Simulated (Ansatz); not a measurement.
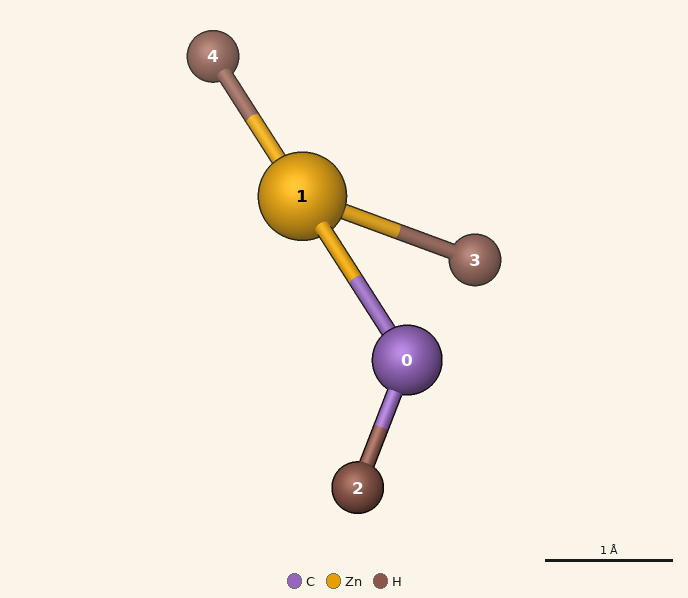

The structure as it stands in the input. Atoms are numbered from 0, in the order of the input.

Ansatz 0.2.0 input:

```yaml
crystal:
  periodic: [false, false, false]
  atoms:
    - {symbol: C, position_ang: [-0.452007, -0.650984, 0.161035]}
    - {symbol: Zn, position_ang: [0.578309, 0.832833, -0.207091]}
    - {symbol: H, position_ang: [-0.073561, -1.675134, 0.138972]}
    - {symbol: H, position_ang: [0.023658, 0.683775, 1.211021]}
    - {symbol: H, position_ang: [1.456885, 2.099321, -0.522131]}
basis:
  gaussian: {orbitals: def2-SVPD}
total_charge: -1
hamiltonian: {xc: pbe, dispersion: d4}
relax: {f_tol: 0.03, max_steps: 250}
```

It was started with:

```sh
ansatz run in.yaml --threads 2 --pin off --events-out ev --progress --plain --max-ram 4352MiB
```

Output (its end):

```
mean field -49487.59327777 eV, -1818.6355090625 hartree, gradient 1.0e-5 eV, S^2 0.000000; 1 other end points of the search recorded, 0 dependent functions left out
the calculation of the forces begins
reference -49487.59331660 eV, -1818.6355104897 hartree; 20, 20 occupied and 58, 58 virtual orbitals, 740 factors
Total energy: -49487.68143019 eV, -1818.6387486041 hartree
Atom 0 at    -0.082400    -0.357410     0.507257 Å, force     0.006536     0.008805    -0.005115 eV/Å
Atom 1 at     0.806259     1.048618    -0.294959 Å, force    -0.002663    -0.001424     0.001216 eV/Å
Atom 2 at    -0.119182    -1.382305     0.086146 Å, force    -0.002992    -0.000428     0.004596 eV/Å
Atom 3 at    -0.633732    -0.270215     1.465139 Å, force    -0.000644    -0.005161    -0.001534 eV/Å
Atom 4 at     1.562340     2.251123    -0.981777 Å, force    -0.000237    -0.001791     0.000836 eV/Å
Dipole moment:     0.160964     0.254169    -0.145105 e Å
```
